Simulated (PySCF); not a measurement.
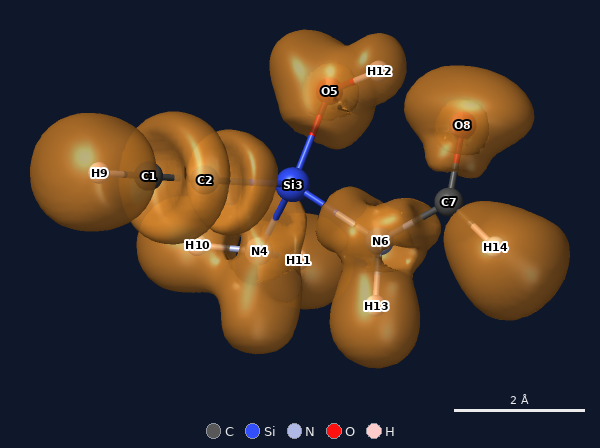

*C3H6N2O2Si. Isosurface of the electron localisation function at 0.75 (orange), seen from one side. Core shells and regions of very low density are left out.*

Geometry: GFN2-xTB.

These are results of PySCF 2.14.0, wB97X-D/def2-SVPD, SCF density, gas phase, not measurements.

The calculation's input:

```
{"job": {"kind": "uv", "xc": "wB97X-D", "basis": "def2-SVPD", "nstates": 8, "ntriplets": 3}, "charge": 0, "multiplicity": 1}
C     -0.918739     2.859675     0.164545
C     -0.775959     1.677384     0.008273
Si    -0.528329    -0.141486    -0.250168
N     -1.799508    -0.954925     0.572430
O     -0.285780    -0.560336    -1.789748
N      0.940288    -0.581794     0.644634
C      2.134533    -0.753938     0.067078
O      2.348666    -0.691496    -1.124597
H     -1.047384     3.894691     0.303863
H     -2.724117    -0.567256     0.495342
H     -1.845030    -1.959905     0.511740
H      0.645691    -0.600241    -2.055647
H      0.905737    -0.647117     1.647322
H      2.949255    -0.973729     0.782766
```

Run with:

```sh
OMP_NUM_THREADS=1 python probes_run.py task.json out
```

> What do the ELF domains correspond to?

At this value the surface marks out one region between bonded C–C atoms (shared pairs), one region between bonded C–Si atoms (shared pairs), two regions around hydrogen nuclei, one region on O in which the atom's valence shell and bonds are merged, two joined regions spread over several atoms (H, N), in which their bonds and any lone pairs are merged and one joined region spread over several atoms (H, O), in which their bonds and any lone pairs are merged.

Values along the shortest contacts:
C–C (1.20 Å): the ELF peaks at about 0.85 between the atoms (a multiple bond). C–O (1.21 Å): the ELF peaks at about 0.85 between the atoms; a multiple bond.
